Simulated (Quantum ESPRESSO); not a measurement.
# KMnF3: which magnetic order is lowest

Aim: find out which collinear order of KMnF3 costs least.

Program: Quantum ESPRESSO 7.5. Level of theory: LDA; plane waves with GBRV 1.5 LDA potentials, no spin-orbit coupling. Results are calculated unless marked as measured.

**1. The starting structure**

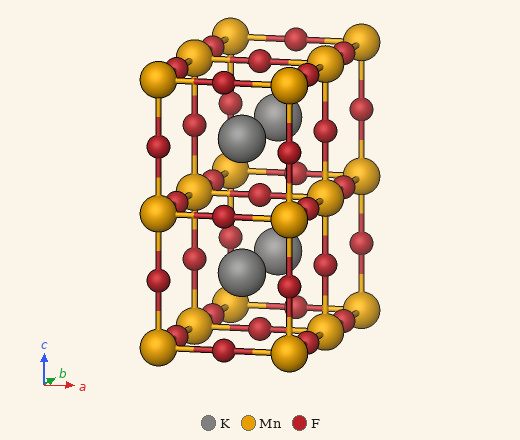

The starting structure, seen slightly off an axis (potassium grey, manganese orange, fluorine red). 1×2×2 cells are drawn. Some periodic images of atoms are drawn too.

The cell comes from the Crystallography Open Database.

**2. Run 1, typed as ferro +**

The signs are those of the starting moments on the seeded atoms, the atoms that are given a moment.

The input, pw.in:

```
&CONTROL
  calculation = 'scf'
  prefix = 'pwscf'
  outdir = './tmp'
  pseudo_dir = './pseudo'
  disk_io = 'nowf'
/
&SYSTEM
  ibrav = 0
  nat = 5
  ntyp = 3
  ecutwfc = 40
  ecutrho = 280
  nbnd = 34
  occupations = 'smearing'
  smearing = 'fd'
  degauss = 0.00367493
  nspin = 2
  starting_magnetization(1) = 0
  starting_magnetization(2) = 0.3
  starting_magnetization(3) = 0
/
&ELECTRONS
  conv_thr = 1d-08
  electron_maxstep = 150
  mixing_beta = 0.3
/
ATOMIC_SPECIES
K      39.0983 k_lda_v1.4.uspp.F.UPF
Mn     54.9380 mn_lda_v1.5.uspp.F.UPF
F      18.9984 f_lda_v1.4.uspp.F.UPF
CELL_PARAMETERS angstrom
   4.1893000000    0.0000000000    0.0000000000
   0.0000000000    4.1893000000    0.0000000000
   0.0000000000    0.0000000000    4.1893000000
ATOMIC_POSITIONS crystal
K       0.5000000000    0.5000000000    0.5000000000
Mn      0.0000000000    0.0000000000    0.0000000000
F       0.5000000000    0.0000000000    0.0000000000
F       0.0000000000    0.5000000000    0.0000000000
F       0.0000000000    0.0000000000    0.5000000000
K_POINTS automatic
6 6 6 0 0 0
```

Launch:

```bash
OMP_NUM_THREADS=1 mpirun -n 4 pw.x -nk 4 -in pw.in > pw.out
```

What it wrote:

```text
Program PWSCF v.7.5 starts

     Message from routine setup:
     using ibrav=0 with symmetry is DISCOURAGED, use correct ibrav instead

     K-points division:     npool     =       4
     Subspace diagonalization in iterative solution of the eigenvalue problem:

     G-vector sticks info
     --------------------
     sticks:   dense  smooth     PW     G-vecs:    dense   smooth      PW
     Sum        1389     793    241                39127    17071    2945

     Using Slab Decomposition

     bravais-lattice index     =            0
     lattice parameter (alat)  =       7.9166  a.u.
     unit-cell volume          =     496.1591 (a.u.)^3
     number of atoms/cell      =            5
     number of atomic types    =            3
     number of electrons       =        45.00
     number of Kohn-Sham states=           34
     kinetic-energy cutoff     =      40.0000  Ry
     charge density cutoff     =     280.0000  Ry
     scf convergence threshold =      1.0E-08
     mixing beta               =       0.3000
     number of iterations used =            8  plain     mixing
     Exchange-correlation=  SLA  PZ   NOGX NOGC
                           (   1   1   0   0   0   0   0)

     celldm(1)=   7.916630  celldm(2)=   0.000000  celldm(3)=   0.000000
     celldm(4)=   0.000000  celldm(5)=   0.000000  celldm(6)=   0.000000

     crystal axes: (cart. coord. in units of alat)
               a(1) = (   1.000000   0.000000   0.000000 )
               a(2) = (   0.000000   1.000000   0.000000 )
               a(3) = (   0.000000   0.000000   1.000000 )

     reciprocal axes: (cart. coord. in units 2 pi/alat)
               b(1) = (  1.000000  0.000000  0.000000 )
               b(2) = (  0.000000  1.000000  0.000000 )
               b(3) = (  0.000000  0.000000  1.000000 )

     PseudoPot. # 1 for K  read from file:
     k_lda_v1.4.uspp.F.UPF
     Pseudo is Ultrasoft + core correction, Zval =  9.0
     Generated by new atomic code, or converted to UPF format
     Using radial grid of  841 points,  6 beta functions with:
                l(1) =   0
                l(2) =   0
                l(3) =   1
                l(4) =   1
                l(5) =   2
                l(6) =   2
     Q(r) pseudized with  6 coefficients,  rinner =    1.500   1.500   1.500
                                                       1.500   1.500

     PseudoPot. # 2 for Mn read from file:
     mn_lda_v1.5.uspp.F.UPF
     Pseudo is Ultrasoft + core correction, Zval = 15.0
     Generated by new atomic code, or converted to UPF format
     Using radial grid of  859 points,  6 beta functions with:
                l(1) =   0
                l(2) =   0
                l(3) =   1
                l(4) =   1
                l(5) =   2
                l(6) =   2
     Q(r) pseudized with  8 coefficients,  rinner =    0.950   0.950   0.950
                                                       0.950   0.950

     PseudoPot. # 3 for F  read from file:
     f_lda_v1.4.uspp.F.UPF
     Pseudo is Ultrasoft, Zval =  7.0
     Generated by new atomic code, or converted to UPF format
     Using radial grid of  799 points,  4 beta functions with:
                l(1) =   0
                l(2) =   0
                l(3) =   1
                l(4) =   1
     Q(r) pseudized with  8 coefficients,  rinner =    0.950   0.950   0.950

     atomic species   valence    mass     pseudopotential
     K                 9.00    39.09830     K ( 1.00)
     Mn               15.00    54.93800     Mn( 1.00)
     F                 7.00    18.99840     F ( 1.00)

     Starting magnetic structure
     atomic species   magnetization
     K               0.000
     Mn              0.300
     F               0.000

     48 Sym. Ops., with inversion, found

   Cartesian axes

     site n.     atom                  positions (alat units)
         1        K      tau(   1) = (   0.5000000   0.5000000   0.5000000  )
         2        Mn     tau(   2) = (   0.0000000   0.0000000   0.0000000  )
         3        F      tau(   3) = (   0.5000000   0.0000000   0.0000000  )
         4        F      tau(   4) = (   0.0000000   0.5000000   0.0000000  )
         5        F      tau(   5) = (   0.0000000   0.0000000   0.5000000  )

     number of k points=    20  Fermi-Dirac smearing, width (Ry)=  0.0037
                       cart. coord. in units 2pi/alat
        k(    1) = (   0.0000000   0.0000000   0.0000000), wk =   0.0046296
        k(    2) = (   0.0000000   0.0000000   0.1666667), wk =   0.0277778
        k(    3) = (   0.0000000   0.0000000   0.3333333), wk =   0.0277778
        k(    4) = (   0.0000000   0.0000000  -0.5000000), wk =   0.0138889
        k(    5) = (   0.0000000   0.1666667   0.1666667), wk =   0.0555556
        [... 15 further k-points ...]

     Dense  grid:    39127 G-vectors     FFT dimensions: (  45,  45,  45)

     Smooth grid:    17071 G-vectors     FFT dimensions: (  32,  32,  32)

     Check: negative core charge=   -0.000025
     Generating pointlists ...
     new r_m :   0.2917 (alat units)  2.3091 (a.u.) for type    1
     new r_m :   0.2063 (alat units)  1.6328 (a.u.) for type    2
     new r_m :   0.2063 (alat units)  1.6328 (a.u.) for type    3

     Initial potential from superposition of free atoms

     starting charge      43.9971, renormalised to      45.0000
     Starting wfcs are   33 randomized atomic wfcs +    1 random wfcs

     Self-consistent Calculation

     iteration #  1     ecut=    40.00 Ry     beta= 0.30
     Davidson diagonalization with overlap
     ethr =  1.00E-02,  avg # of iterations =  6.5

     Threshold (ethr) on eigenvalues was too large:
     Diagonalizing with lowered threshold

     Davidson diagonalization with overlap
     ethr =  9.77E-04,  avg # of iterations =  1.6

     total energy              =    -414.15168257 Ry
     estimated scf accuracy    <       0.45707427 Ry

     total magnetization       =     4.91 Bohr mag/cell
     absolute magnetization    =     4.91 Bohr mag/cell

     iteration #  2     ecut=    40.00 Ry     beta= 0.30
     Davidson diagonalization with overlap
     ethr =  1.02E-03,  avg # of iterations =  2.2

     total energy              =    -414.23816908 Ry
     estimated scf accuracy    <       0.04159027 Ry

     total magnetization       =     5.00 Bohr mag/cell
     absolute magnetization    =     5.00 Bohr mag/cell

     iteration #  3     ecut=    40.00 Ry     beta= 0.30
     Davidson diagonalization with overlap
     ethr =  9.24E-05,  avg # of iterations =  5.2

     negative rho (up, down):  0.000E+00 2.389E-04

     total energy              =    -414.23898394 Ry
     estimated scf accuracy    <       0.01714615 Ry

     total magnetization       =     5.00 Bohr mag/cell
     absolute magnetization    =     5.00 Bohr mag/cell

     [... further iterations left out ...]

     iteration #  8     ecut=    40.00 Ry     beta= 0.30
     Davidson diagonalization with overlap
     ethr =  1.05E-08,  avg # of iterations =  3.1

     negative rho (up, down):  0.000E+00 5.579E-04

     total energy              =    -414.24075387 Ry
     estimated scf accuracy    <       0.00000358 Ry

     total magnetization       =     5.00 Bohr mag/cell
     absolute magnetization    =     5.00 Bohr mag/cell

     iteration #  9     ecut=    40.00 Ry     beta= 0.30
     Davidson diagonalization with overlap
     ethr =  7.97E-09,  avg # of iterations =  2.0

     negative rho (up, down):  0.000E+00 5.564E-04

     total energy              =    -414.24075413 Ry
     estimated scf accuracy    <       0.00000035 Ry

     total magnetization       =     5.00 Bohr mag/cell
     absolute magnetization    =     5.00 Bohr mag/cell

     iteration # 10     ecut=    40.00 Ry     beta= 0.30
     Davidson diagonalization with overlap
     ethr =  7.77E-10,  avg # of iterations =  3.1

     negative rho (up, down):  0.000E+00 5.562E-04

     total energy              =    -414.24075424 Ry
     estimated scf accuracy    <       0.00000011 Ry

     total magnetization       =     5.00 Bohr mag/cell
     absolute magnetization    =     5.00 Bohr mag/cell

     iteration # 11     ecut=    40.00 Ry     beta= 0.30
     Davidson diagonalization with overlap
     ethr =  2.43E-10,  avg # of iterations =  2.2

     negative rho (up, down):  0.000E+00 5.560E-04

     Magnetic moment per site  (integrated on atomic sphere of radius R)
     atom   1 (R=0.292)  charge=  7.6989  magn=  0.0004
     atom   2 (R=0.206)  charge= 12.3426  magn=  4.1351
     atom   3 (R=0.206)  charge=  6.6485  magn=  0.0868
     atom   4 (R=0.206)  charge=  6.6485  magn=  0.0868
     atom   5 (R=0.206)  charge=  6.6485  magn=  0.0868

     End of self-consistent calculation

     [... lines left out ...]
     the Fermi energy is     7.6718 ev

!    total energy              =    -414.24075427 Ry
     estimated scf accuracy    <          1.5E-09 Ry
     smearing contrib. (-TS)   =      -0.00000028 Ry
     internal energy E=F+TS    =    -414.24075399 Ry

     The total energy is F=E-TS. E is the sum of the following terms:
     one-electron contribution =    -248.44465104 Ry
     hartree contribution      =     143.86299337 Ry
     xc contribution           =     -62.87348466 Ry
     ewald contribution        =    -246.78561166 Ry

     total magnetization       =     5.00 Bohr mag/cell
     absolute magnetization    =     5.00 Bohr mag/cell

     convergence has been achieved in  11 iterations

=------------------------------------------------------------------------------=
   JOB DONE.
=------------------------------------------------------------------------------=
```

The job ended after 8.6 s (4 MPI ranks of Intel Xeon 6975P-C (Granite Rapids), shared host; peak memory 0.48 GiB).

Spin moment in the atom's sphere by atom:

```csv
atom,spin moment in the atom's sphere (μB)
K1,0.00
Mn2,4.14
F3,0.09
F4,0.09
F5,0.09
```

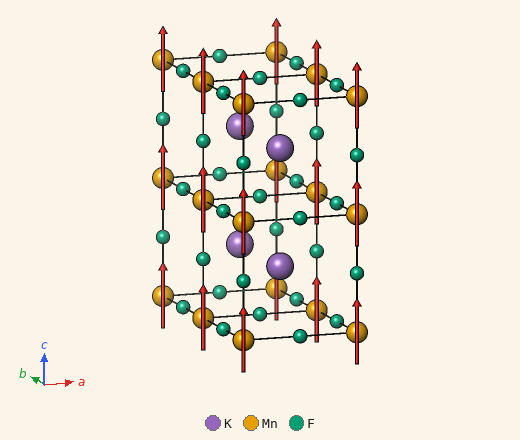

Spin moment in the atom's sphere as arrows, the longest 4.14 μB. Up and down stand for the sign. Arrows give size and sign along the axis of quantisation, drawn up and down the page. 1×2×2 cells are drawn. Some periodic images of atoms are drawn too.

This step gave:

```
smearing term TS       : 3.85e-6 eV
magnetization          : 5 μB
absolute magnetization : 5.004 μB
final state            : ferromagnetic
```

(Continued in part 2 of 2.)

[Logs and program files are shortened in this print: banners, set-up blocks, solver, clock and traceback lines can be left out without a mark of their own.]

[Logs are printed without paths, hosts, clocks, repeated set-up lines and the standing remarks that a program may print on its own settings, such as how far it seeks lower states.]

[Hosts, paths, dates, database ids (printed as entryN), source tags and the programs' standing remarks are cut or masked in the printed files.]

[Where a cell is said to come from a database of computed structures, the database is the Materials Project.]
